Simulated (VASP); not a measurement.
Band structure of WS₂ (space group R3m). Method: PBEsol GGA, VASP's PBE PAW potentials (set 64) (plane waves; VASP).

Without a dispersion term in the relaxation, distances and binding between the weakly bound layers, chains or molecules are unreliable, and so is what depends on them. Unless said otherwise, spin-orbit coupling is left out, though it shifts the bands of the heavy elements here.

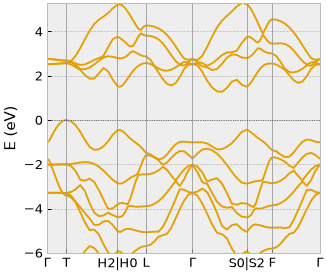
Bands along high-symmetry lines, zero at the valence-band maximum or, without a gap, the Fermi level

Question: Read the plot: is there a gap, and where are the band edges?

Answer: The gap is indirect, 1.27 eV, from the valence maximum at T to the conduction minimum at Γ-S0 at 0.55. (Edges off the drawn lines would not show.)

The structure comes from a computed database's WS2 entry (R3m); how it stands against other phases isn't given here. It was relaxed first.
